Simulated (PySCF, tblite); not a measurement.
# CH₆NOSi radical: geometry, infrared bands and EPR parameters

Aim: predict the infrared bands and EPR parameters of CH₆NOSi radical (`CN([O])[SiH3]`).

Computed with tblite 0.8.0 and PySCF 2.14.0, with density-fitted response routines of our own, on a single molecule in the gas phase. Atoms count from 0, in the outputs and in this text.

## Step 1: Starting geometry

10 atoms, charge 0, multiplicity 2; geometry from: force field or distance geometry start.

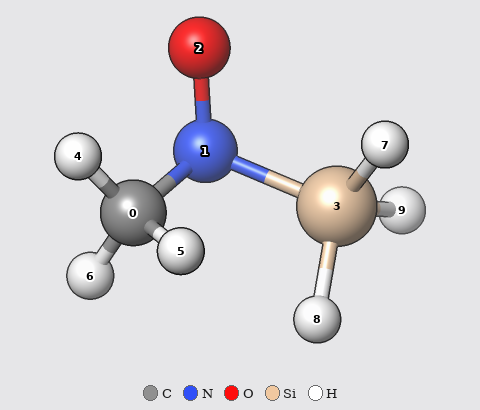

As it starts; carbon grey, nitrogen blue, oxygen red, silicon light orange, hydrogen white, atoms numbered; sticks join atoms by distance.

## Step 2: Relaxing the molecule with GFN2-xTB

The job: settings as JSON, then the geometry in Å.

```
{"job": {"kind": "relax", "xc": "GFN2-xTB", "basis": "xTB"}, "charge": 0, "multiplicity": 2}
C     -1.267600    -0.110100     0.000800
N     -0.188600     0.597100    -0.675700
O     -0.251100     1.884000    -0.300300
Si     1.316400    -0.191300    -0.057300
H     -1.993400     0.639100     0.410300
H     -0.856200    -0.615400     0.892000
H     -1.746700    -0.864300    -0.639200
H      1.763100     0.548500     1.125300
H      0.913200    -1.578500     0.322900
H      2.319900    -0.304500    -1.101300
```

Command:

```
$ OMP_NUM_THREADS=1 python probes_run.py task.json out
```

This one command runs all jobs of the session in turn.

Standard output:

```text
step      E/eV     max force
  0    -375.83803    2.626
  1    -375.98291    1.739
  2    -376.11540    1.508
  3    -376.25524    1.244
  4    -376.36798    1.196
  5    -376.44899    1.122
  6    -376.51534    0.648
  7    -376.55971    0.632
  8    -376.61134    0.615
  9    -376.64594    0.473
 10    -376.66838    0.497
 11    -376.68550    0.528
 12    -376.70372    0.489
 13    -376.71956    0.378
 14    -376.72931    0.245
 15    -376.73719    0.250
 16    -376.74325    0.243
 17    -376.74697    0.215
 18    -376.74947    0.203
 19    -376.75155    0.153
 20    -376.75359    0.129
 21    -376.75538    0.126
 22    -376.75685    0.105
 23    -376.75804    0.084
 24    -376.75894    0.072
 25    -376.75950    0.057
 26    -376.75981    0.056
 27    -376.76002    0.050
 28    -376.76022    0.043
 29    -376.76044    0.037
 30    -376.76063    0.034
 31    -376.76082    0.051
 32    -376.76105    0.057
 33    -376.76136    0.065
 34    -376.76168    0.052
 35    -376.76189    0.033
 36    -376.76201    0.032
 37    -376.76213    0.045
 38    -376.76230    0.052
 39    -376.76250    0.041
 40    -376.76265    0.030
 41    -376.76277    0.036
 42    -376.76291    0.052
 43    -376.76309    0.056
 44    -376.76327    0.037
 45    -376.76340    0.034
 46    -376.76351    0.035
 47    -376.76367    0.060
 48    -376.76397    0.081
 49    -376.76438    0.076
 50    -376.76474    0.060
 51    -376.76498    0.049
 52    -376.76516    0.050
 53    -376.76542    0.073
 54    -376.76586    0.081
 55    -376.76644    0.078
 56    -376.76701    0.079
 57    -376.76753    0.065
 58    -376.76807    0.078
 59    -376.76858    0.070
 60    -376.76890    0.048
 61    -376.76903    0.030
 62    -376.76907    0.045
 63    -376.76916    0.029
 64    -376.76927    0.022
 65    -376.76936    0.019
 66    -376.76943    0.018
 67    -376.76947    0.021
 68    -376.76952    0.021
 69    -376.76957    0.017
 70    -376.76960    0.011
 71    -376.76961    0.011
 72    -376.76962    0.011
 73    -376.76965    0.016
 74    -376.76970    0.024
 75    -376.76984    0.046
 76    -376.77015    0.077
 77    -376.77069    0.108
 78    -376.77146    0.107
 79    -376.77249    0.062
 80    -376.77297    0.070
 81    -376.77292    0.057
 82    -376.77350    0.062
 83    -376.77384    0.060
 84    -376.77458    0.075
 85    -376.77495    0.039
 86    -376.77488    0.138
 87    -376.77547    0.009
```

Wall time 0.3 s (1 thread of Arm Neoverse V1, shared host).

Along the way: (not every step is listed)

| step | energy from step 0 (eV) | largest force (eV/Å) |
| --- | --- | --- |
| 0 | 0.0000 | 2.6260 |
| 1 | -0.1449 | 1.7390 |
| 2 | -0.2774 | 1.5082 |
| 3 | -0.4172 | 1.2440 |
| 4 | -0.5299 | 1.1965 |
| 5 | -0.6110 | 1.1220 |
| 6 | -0.6773 | 0.6484 |
| 7 | -0.7217 | 0.6316 |
| 8 | -0.7733 | 0.6153 |
| 15 | -0.8992 | 0.2503 |
| 22 | -0.9188 | 0.1051 |
| 29 | -0.9224 | 0.0372 |
| 36 | -0.9240 | 0.0316 |
| 43 | -0.9251 | 0.0559 |
| 50 | -0.9267 | 0.0602 |
| 57 | -0.9295 | 0.0646 |
| 64 | -0.9312 | 0.0221 |
| 71 | -0.9316 | 0.0107 |
| 78 | -0.9334 | 0.1068 |
| 82 | -0.9355 | 0.0616 |
| 83 | -0.9358 | 0.0597 |
| 84 | -0.9366 | 0.0746 |
| 85 | -0.9369 | 0.0393 |
| 86 | -0.9368 | 0.1377 |
| 87 | -0.9374 | 0.0090 |

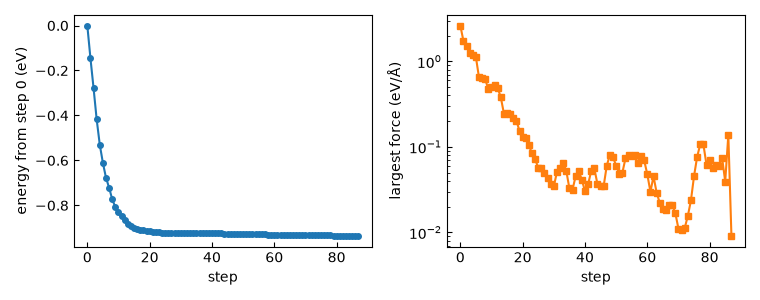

Energy and force, step by step.

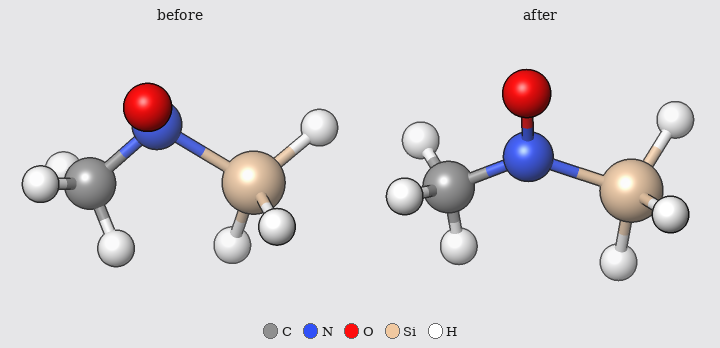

Before and after, at one scale.

Distances of close pairs at the start and the end, largest changes first:

| bond | before (Å) | after (Å) | change (Å) |
| --- | --- | --- | --- |
| N1–O2 | 1.342 | 1.285 | -0.057 |
| N1–Si3 | 1.808 | 1.755 | -0.053 |
| Si3–H8 | 1.494 | 1.463 | -0.030 |
| C0–H4 | 1.121 | 1.092 | -0.029 |
| C0–N1 | 1.457 | 1.437 | -0.020 |
| C0–H5 | 1.104 | 1.086 | -0.018 |
| Si3–H9 | 1.453 | 1.460 | +0.007 |
| C0–H6 | 1.099 | 1.093 | -0.006 |

The next job starts from the end point, and lists it.

## Step 3: Infrared spectrum with GFN2-xTB

The job: settings as JSON, then the geometry in Å.

```
{"job": {"kind": "ir", "xc": "GFN2-xTB", "basis": "xTB"}, "charge": 0, "multiplicity": 2}
C     -1.424132    -0.114785     0.049307
N     -0.136560     0.481697    -0.177599
O     -0.110220     1.665615    -0.676639
Si     1.465443    -0.190301     0.073620
H     -2.063828     0.586067     0.589494
H     -1.297559    -1.029774     0.621065
H     -1.906848    -0.338968    -0.905679
H      2.161916     0.714769     0.981592
H      1.204022    -1.508473     0.653159
H      2.116648    -0.261193    -1.230848
```

Standard output:

```text
mode    cm-1     km/mol
  1      46.6      2.22
  2     110.0      1.32
  3     215.9     13.04
  4     259.4      0.01
  5     396.6     24.93
  6     552.2     43.56
  7     597.2     80.44
  8     664.3     11.03
  9     731.5    208.84
 10     775.0    147.13
 11     800.9    344.56
 12    1042.1      3.41
 13    1044.7      8.25
 14    1195.2     13.33
 15    1379.8     18.41
 16    1389.3     19.92
 17    1436.0      4.04
 18    1462.9      8.38
 19    2263.4    284.34
 20    2288.1    313.79
 21    2304.2    142.30
 22    2951.2     10.80
 23    2984.8     10.48
 24    3041.9     17.18
```

Wall time 0.16 s (1 thread of Arm Neoverse V1, shared host).

Which atoms move in the most intense modes:

| cm⁻¹ | km/mol | atoms |
| --- | --- | --- |
| 552 | 43.6 | H9 46 %, H7 44 % |
| 597 | 80.4 | H8 50 %, H7 18 %, H9 16 %, Si3 10 % |
| 732 | 208.8 | H8 64 %, H7 18 %, H9 12 % |
| 775 | 147.1 | H9 46 %, H7 41 % |
| 801 | 344.6 | H8 32 %, H7 29 %, H9 29 %, Si3 11 % |
| 2263 | 284.3 | H8 97 % |
| 2288 | 313.8 | H9 69 %, H7 27 % |
| 2304 | 142.3 | H7 70 %, H9 28 % |

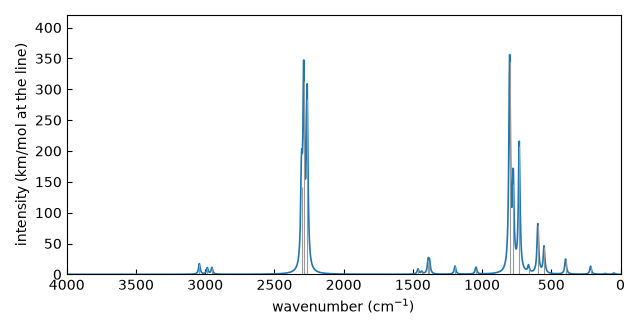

The infrared spectrum from these modes, unscaled. Lines are broadened to a width of 14 cm⁻¹ (Lorentzian).

## Step 4: EPR parameters: B3LYP/pcH-1

Settings changed since step 3:

```diff
@@ -1,2 +1,2 @@
-{"job": {"kind": "ir", "xc": "GFN2-xTB", "basis": "xTB"}, "charge": 0, "multiplicity": 2}
+{"job": {"kind": "epr", "basis": "pcH-1"}, "charge": 0, "multiplicity": 2}
 C     -1.424132    -0.114785     0.049307
```

With the program's defaults for keys left out, this is: UKS B3LYP, pcH-1 on C H N O Si, non-relativistic, mean-field spin-orbit, GIAO.

Standard output:

```text
UKS, coarse grid
  cycle   1  E = -461.01429713  |g| = 5.58e-01
  cycle   2  E = -460.51195550  |g| = 1.26e+00
  cycle   3  E = -461.13564950  |g| = 7.34e-02
  cycle   4  E = -461.13703428  |g| = 6.06e-02
  cycle   5  E = -461.13855362  |g| = 1.82e-02
  cycle   6  E = -461.13869131  |g| = 7.99e-03
  cycle   7  E = -461.13872669  |g| = 8.49e-04
  cycle   8  E = -461.13872718  |g| = 2.50e-04
UKS, final grid
  cycle   1  E = -461.13874269  |g| = 2.06e-04
  cycle   2  E = -461.13874269  |g| = 2.58e-04
  cycle   3  E = -461.13874271  |g| = 4.69e-05
  cycle   4  E = -461.13874271  |g| = 4.36e-05
  cycle   5  E = -461.13874272  |g| = 1.39e-05
E = -461.13874272 Eh   <S^2> = 0.7532 (exact 0.7500)
g shifts (ppm)      1          2          3
  rmc          -285       -285       -285
  gc            -12         57         53
  oz_so         -60       4177      10626
  total        -358       3949      10394
hyperfine (MHz)  atom isotope    a_iso     a_fc   dipolar eigenvalues
    0   13C     -21.01     -21.04     -1.88     -1.02      2.89
    1   14N      16.56      16.50    -22.57    -21.73     44.30
    2   17O     -41.47     -40.73   -187.95     91.86     96.09
    3  29Si      20.57      20.57     -0.96     -0.50      1.46
    4    1H      43.02      43.01     -4.56     -3.70      8.26
    5    1H       1.34       1.32     -4.29     -3.61      7.90
    6    1H      63.26      63.26     -4.05     -3.76      7.81
    7    1H      23.44      23.44     -2.99     -2.72      5.71
    8    1H      -4.12      -4.12     -3.17     -2.45      5.62
    9    1H      24.38      24.37     -2.97     -2.63      5.60
```

Wall time 19 s (1 thread of Arm Neoverse V1, shared host); peak memory 0.55 GiB.

Principal g values 2.00196, 2.00627, 2.01271; g(iso) = 2.00698, against 2.00232 for a free electron.

Hyperfine couplings; where a row names several nuclei, a(iso) is their mean (it holds for fast rotation or exchange) and the dipolar term the largest among them:

| nuclei | isotope | a(iso) (MHz) | a(iso) (G, at g = 2.0023) | largest dipolar term (MHz) |
| --- | --- | --- | --- | --- |
| O2 | 17O | -41.5 | -14.8 | -187.9 |
| H4, H5, H6 | 1H | 35.9 | 12.8 | 8.3 |
| C0 | 13C | -21.0 | -7.5 | 2.9 |
| Si3 | 29Si | 20.6 | 7.3 | 1.5 |
| N1 | 14N | 16.6 | 5.9 | 44.3 |
| H7, H8, H9 | 1H | 14.6 | 5.2 | 5.7 |

Mulliken spin populations:

| atom | value (e) |
| --- | --- |
| C0 | -0.04 |
| N1 | 0.39 |
| O2 | 0.56 |
| Si3 | 0.00 |
| H4 | 0.02 |
| H5 | 0.00 |
| H6 | 0.03 |
| H7 | 0.02 |
| H8 | 0.00 |
| H9 | 0.02 |

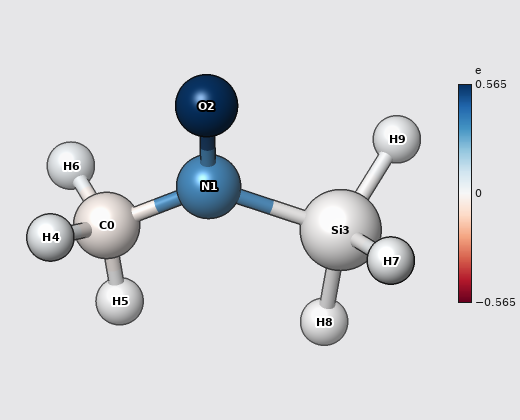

Mulliken spin populations, as colours on the atoms.

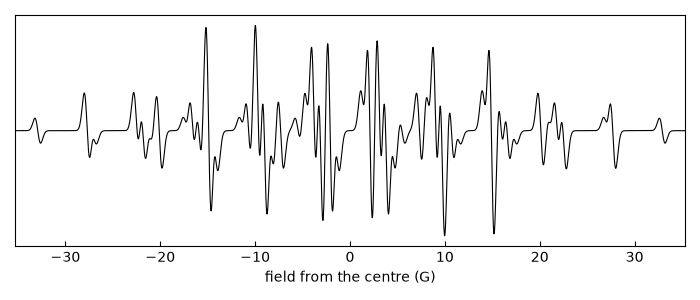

First-order isotropic spectrum (first derivative, main isotopes with spin only, couplings over 0.8 MHz, Gaussian width 0.3 G; couplings of the frozen geometry, rotation of groups not averaged beyond the rows shown).

Orbitals, density, ELF and potential are computed afterwards from the orbital file.

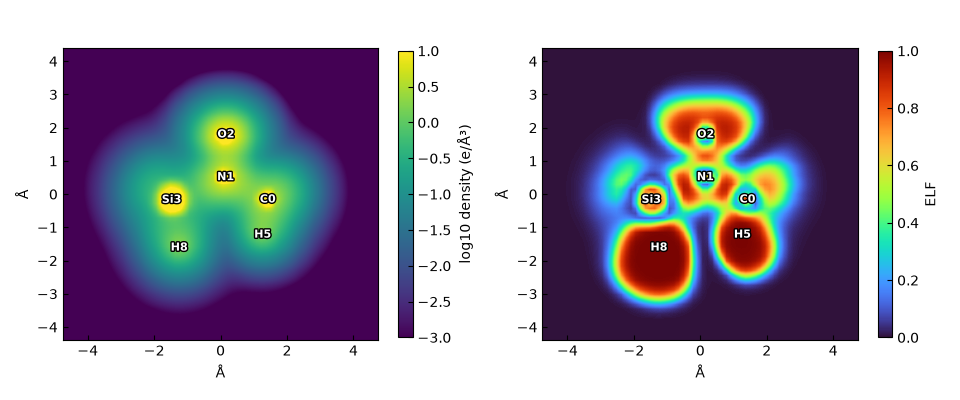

Density (left) and ELF (right) in a plane through or near 6 of the atoms.

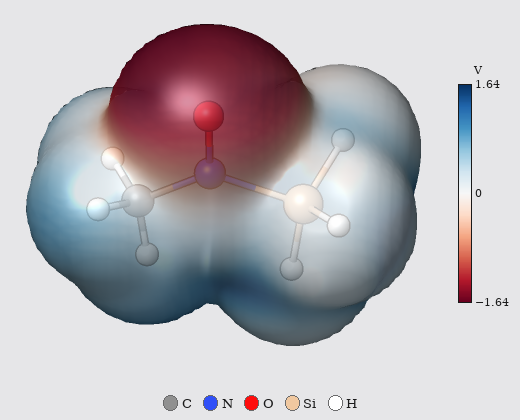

The potential that a unit positive charge feels on the 0.002 e/bohr³ surface, from the 1st to the 99th percentile, from -1.64 V near O2 to 1.53 V near H8.

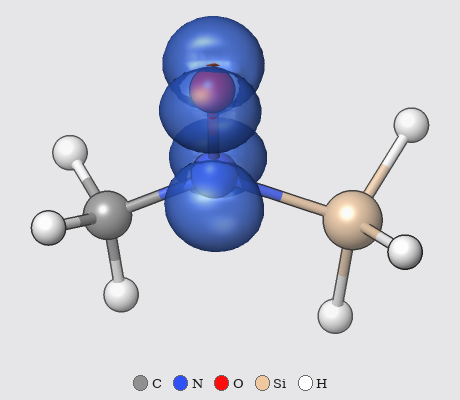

Spin density at ±0.08 e/Å³ (alpha excess blue, beta excess red).

## Step 5: Summary of results

| quantity | value |
| --- | --- |
| strongest single infrared mode (GFN2-xTB) | 801 cm⁻¹, 345 km/mol |
| zero-point energy (GFN2-xTB) | 42.8 kcal/mol |
| g(iso) (B3LYP) | 2.00698 |
| ⟨S²⟩ | 0.753 (exact 0.75) |
| largest a(iso) (averaged by class) | 17O on O2, -41.5 MHz |
| surface potential, 1st and 99th percentile | -1.64 V and 1.53 V |

**Reading.** The optimisation took 87 steps and gained 0.937 eV; among the close pairs (by a distance rule), N1–O2 changed most, from 1.342 to 1.285 Å. All 24 modes are real, so the xTB geometry is a minimum. The strongest single mode, at 801 cm⁻¹, moves mainly H8, H7 and H9. Unscaled tight-binding wavenumbers are off by several per cent, some by more. Its intensities can rank the bands wrongly. The largest share of the spin, 0.56 e, sits on O2. The isotropic g lies 4.7 ppt above the free-electron value.
